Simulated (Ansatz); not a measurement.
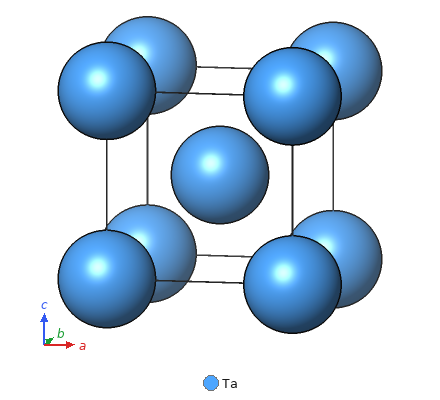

Ta (Im-3m, No. 229): a calculation's starting geometry.

```cif
data_structure
_symmetry_space_group_name_H-M 'Im-3m'
_symmetry_Int_Tables_number 229
_cell_length_a 3.3043
_cell_length_b 3.3043
_cell_length_c 3.3043
_cell_angle_alpha 90.000
_cell_angle_beta 90.000
_cell_angle_gamma 90.000
_cell_volume 36.08
loop_
_atom_site_label
_atom_site_type_symbol
_atom_site_symmetry_multiplicity
_atom_site_Wyckoff_symbol
_atom_site_fract_x
_atom_site_fract_y
_atom_site_fract_z
_atom_site_occupancy
Ta1 Ta 2 a 0.00000 0.00000 0.00000 1
```

What will a projected-potential map along [001] show? Computed as the sum of neutral-atom potentials (tabulated electron scattering factors, B = 0.3 Å²) projected along the beam and smoothed by 0.25 Å; brighter is more positive. The display is stretched by a gamma of 0.7; percentages refer to the linear signal.

The columns repeat on a square net with a repeat of 2.34 Å (plane group p4mm). All columns are alike (Ta). The shortest distance between visible columns is 2.34 Å in projection. Along the beam the structure repeats every 3.30 Å.

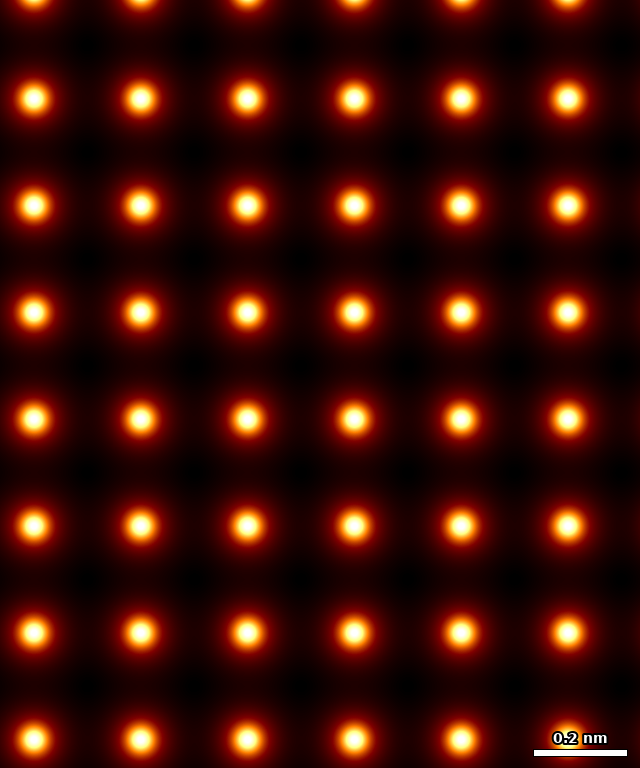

The simulated image.

What mean inner potential do neutral atoms give for this crystal?

About 34 V (the sum of the forward scattering factors over the cell volume; bonding usually lowers the true value).
